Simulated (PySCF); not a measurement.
# One shape, several levels: C2H8BFS (SMILES C[S+](C)[BH2-]F)

We compute a comparison of 6 runs (HF/STO-3G, HF/3-21G, HF/def2-SVP, B3LYP/6-31G*, CCSD(T)/3-21G) of C2H8BFS. The job is set up through a Python script.

The calculation is run with PySCF 2.14.0.

### 1 The molecule

C2H8BFS: 13 atoms, total charge 0, spin state singlet. SMILES: `C[S+](C)[BH2-]F`. The shape is that of a GFN2-xTB optimisation. This is one conformer, not always the lowest.

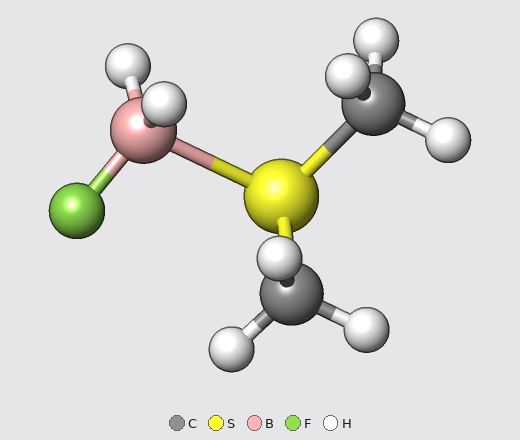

The structure, seen from a chosen angle (carbon grey, sulfur yellow, boron pink, fluorine green, hydrogen white).

### 2 Energy and gradient at HF/STO-3G (run 1)

The input, input.py:

```python
from pyscf import gto

mol = gto.M(
    atom=[
    ('C', (-1.397810, -0.565670, -0.527380)),
    ('S', (0.243610, 0.115190, -0.900330)),
    ('C', (1.268540, -1.083230, 0.003810)),
    ('B', (0.206900, 1.700620, 0.464010)),
    ('F', (-0.882110, 2.413460, 0.060560)),
    ('H', (-1.516560, -1.518120, -1.033730)),
    ('H', (-2.122910, 0.152010, -0.897800)),
    ('H', (-1.509170, -0.674870, 0.546630)),
    ('H', (1.032820, -1.039870, 1.063020)),
    ('H', (2.304130, -0.800610, -0.153330)),
    ('H', (1.089230, -2.076590, -0.395800)),
    ('H', (0.042370, 1.133070, 1.496230)),
    ('H', (1.240950, 2.244600, 0.274100)),
],
    max_memory=1860,
    spin=0,
    charge=0,
    verbose=4,
    basis='sto-3g',
)

mf = mol.RHF()
mf.conv_tol = 1e-10
mf.kernel()
if not mf.converged:
    mf = mf.newton().run(mf.mo_coeff, mf.mo_occ)

etot = mf.e_tot
print(f'total energy: {etot:.8f} hartree')
grad = mf.nuc_grad_method().kernel()
dip = mf.dip_moment()
pop, q = mf.mulliken_pop()
```

Launch:

```console
OMP_NUM_THREADS=1 python input.py
```

The program printed:

```text
PySCF version 2.14.0

[... 65 lines left out ...]
converged SCF energy = -595.102343383434
total energy: -595.10234338 hartree
[... 11 lines left out ...]
Dipole moment(X, Y, Z, Debye):  0.14048, -4.67503, -1.39116
[... 51 lines left out ...]
charge of   12H =     -0.12372
```

It took 2 s on 1 thread of Arm Neoverse V2, shared host; peak memory 0.12 GiB.

### 3 Energy and gradient at HF/3-21G (run 2)

The input, run.py:

```python
import pyscf.grad
from pyscf import gto, scf

mol = gto.Mole()
mol.atom = '''
C   -1.397810  -0.565670  -0.527380
S    0.243610   0.115190  -0.900330
C    1.268540  -1.083230   0.003810
B    0.206900   1.700620   0.464010
F   -0.882110   2.413460   0.060560
H   -1.516560  -1.518120  -1.033730
H   -2.122910   0.152010  -0.897800
H   -1.509170  -0.674870   0.546630
H    1.032820  -1.039870   1.063020
H    2.304130  -0.800610  -0.153330
H    1.089230  -2.076590  -0.395800
H    0.042370   1.133070   1.496230
H    1.240950   2.244600   0.274100
'''
mol.basis = '3-21g'
mol.max_memory = 1860
mol.verbose = 3
mol.charge = 0
mol.build()

hf = scf.RHF(mol)
hf.conv_tol = 1e-10
hf.kernel()
if not hf.converged:
    hf = hf.newton().run(hf.mo_coeff, hf.mo_occ)

etot = hf.e_tot
print('E = %.10f Eh' % etot)
grad = hf.Gradients().kernel()
dip = hf.dip_moment()
pop, q = hf.mulliken_pop()
```

Launch:

```console
OMP_NUM_THREADS=1 python run.py
```

The program printed:

```text
converged SCF energy = -598.991069606285
[... 9 lines left out ...]
Dipole moment(X, Y, Z, Debye):  0.34060, -5.02677, -0.45320
[... 79 lines left out ...]
charge of   12H =     -0.11269
```

It took 2.2 s on 1 thread of Arm Neoverse V2, shared host; peak memory 0.13 GiB.

Run 3 isn't shown in full; the table further down has it.

### 4 Energy and forces at B3LYP/6-31G(d) (spherical functions) (run 4)

The input, geometry.xyz:

```xyz
13
C2H8BFS
C     -1.397810    -0.565670    -0.527380
S      0.243610     0.115190    -0.900330
C      1.268540    -1.083230     0.003810
B      0.206900     1.700620     0.464010
F     -0.882110     2.413460     0.060560
H     -1.516560    -1.518120    -1.033730
H     -2.122910     0.152010    -0.897800
H     -1.509170    -0.674870     0.546630
H      1.032820    -1.039870     1.063020
H      2.304130    -0.800610    -0.153330
H      1.089230    -2.076590    -0.395800
H      0.042370     1.133070     1.496230
H      1.240950     2.244600     0.274100
```

The input, run.py:

```python
from pyscf import gto, dft

mol = gto.M(
    atom='geometry.xyz',
    verbose=4,
    basis='6-31g*',
    charge=0,
    max_memory=1860,
)

ks = dft.RKS(mol, xc='b3lyp')
ks.grids.level = 5
ks.conv_tol = 1e-10
ks.kernel()
if not ks.converged:
    ks = ks.newton().run(ks.mo_coeff, ks.mo_occ)

etot = ks.e_tot
print('E(%s) = %.9f' % ('B3LYP', etot))
grad = ks.nuc_grad_method().kernel()
ks.analyze()
```

Launch:

```console
OMP_NUM_THREADS=1 python run.py
```

The program printed:

```text
PySCF version 2.14.0

[... 110 lines left out ...]
MO #5   energy= -7.98206459277833  occ= 2
[... 16 lines left out ...]
MO #22  energy= -0.386067130726086 occ= 2
[... 16 lines left out ...]
MO #39  energy= 0.372176947304432  occ= 0
[... 16 lines left out ...]
MO #56  energy= 0.874680614116997  occ= 0
[... 16 lines left out ...]
MO #73  energy= 1.65753506052854   occ= 0
[... 16 lines left out ...]
MO #90  energy= 3.13644981008101   occ= 0
[... 106 lines left out ...]
Dipole moment(X, Y, Z, Debye):  0.14128, -4.73481, -0.85428
```

Run time: 43 s. Hardware: 1 thread of Arm Neoverse V2, shared host; peak memory 0.89 GiB.

Run 5 isn't shown in full; the table further down has it.

### 5 A single-point energy at CCSD(T)/3-21G (run 6)

The input, input.py:

```python
# C[S+](C)[BH2-]F
from pyscf import gto, cc

mol = gto.Mole()
mol.atom = [
    ('C', (-1.397810, -0.565670, -0.527380)),
    ('S', (0.243610, 0.115190, -0.900330)),
    ('C', (1.268540, -1.083230, 0.003810)),
    ('B', (0.206900, 1.700620, 0.464010)),
    ('F', (-0.882110, 2.413460, 0.060560)),
    ('H', (-1.516560, -1.518120, -1.033730)),
    ('H', (-2.122910, 0.152010, -0.897800)),
    ('H', (-1.509170, -0.674870, 0.546630)),
    ('H', (1.032820, -1.039870, 1.063020)),
    ('H', (2.304130, -0.800610, -0.153330)),
    ('H', (1.089230, -2.076590, -0.395800)),
    ('H', (0.042370, 1.133070, 1.496230)),
    ('H', (1.240950, 2.244600, 0.274100)),
]
mol.basis = '3-21g'
mol.verbose = 4
mol.max_memory = 1860
mol.build()

myscf = mol.RHF()
myscf.conv_tol = 1e-10
myscf.kernel()
if not myscf.converged:
    myscf = myscf.newton().run(myscf.mo_coeff, myscf.mo_occ)

mycc = cc.CCSD(myscf, frozen=9)
mycc.kernel()
e_t = mycc.ccsd_t()
etot = mycc.e_tot + e_t
print('E(%s) = %.9f' % ('CCSD(T)', etot))
myscf.analyze()
```

Launch:

```console
OMP_NUM_THREADS=1 python input.py
```

The program printed:

```text
PySCF version 2.14.0

[... 103 lines left out ...]
DFT Exchange-Correlation Energy =      -52.177447879833437
[... 14 lines left out ...]
MO #13  energy= -0.868030350544209 occ= 2
[... 12 lines left out ...]
MO #26  energy= 0.17397918666865   occ= 0
[... 12 lines left out ...]
MO #39  energy= 0.658427753049816  occ= 0
[... 12 lines left out ...]
MO #52  energy= 1.30210523620252   occ= 0
[... 12 lines left out ...]
MO #65  energy= 4.08411195206731   occ= 0
[... 81 lines left out ...]
Dipole moment(X, Y, Z, Debye):  0.34060, -5.02677, -0.45320
```

It took 11 s on 1 thread of Arm Neoverse V2, shared host; peak memory 0.24 GiB.

### 6 All runs side by side

| run | level | integration grid | Cartesian functions | energy (Eh) | dipole moment (D) of the reference | HOMO energy (eV) | LUMO energy (eV) | wall time |
| --- | --- | --- | --- | --- | --- | --- | --- | --- |
| 1 | HF/STO-3G | – | no | -595.102343 | 4.88 | -8.44 | 10.45 | 2 s |
| 2 | HF/3-21G | – | no | -598.991070 | 5.06 | -10.90 | 4.73 | 2.2 s |
| 3 | HF/def2-SVP | – | no | -601.794650 | 5.21 | -10.87 | 4.18 | 11 s |
| 4 | B3LYP/6-31G* (spherical functions) | 5 | no | -603.944623 | 4.81 | -7.22 | 0.30 | 43 s |
| 5 | B3LYP/6-31G* (Cartesian functions) | 5 | yes | -603.950462 | 4.82 | -7.22 | 0.30 | 45 s |
| 6 | CCSD(T)/3-21G | – | no | -599.471647 | 5.06 | -10.90 | 4.73 | 11 s |

### 7 Summary of results

| quantity | value |
| --- | --- |
| run 6: total energy | -599.47165 Eh |
| run 6: dipole moment (Hartree–Fock density) | 5.06 D |
| run 6: HOMO energy (Hartree–Fock orbitals) | -10.90 eV |
| run 6: LUMO energy (Hartree–Fock orbitals) | 4.73 eV |
| run 6: HOMO–LUMO gap (Hartree–Fock orbitals) | 15.64 eV |
| run 6: correlation energy (9 core orbitals frozen) | -480.6 mEh |
| run 6: (T) correction | -9.73 mEh |
| run 6: T1 diagnostic | 0.010 |

What this shows: Over runs 1, 2, 3, 4, 5 the dipole moment (its size) runs from 4.81 D (B3LYP/6-31G*) to 5.21 D (HF/def2-SVP). The two ends differ in method and basis. Over runs 1, 2, 3, 4, 5 the HOMO–LUMO gap runs from 7.52 eV (B3LYP/6-31G*) to 18.89 eV (HF/STO-3G). In run 1 the basis is minimal, so the values are rough. All runs together took 1.9 min, the longest 45 s.
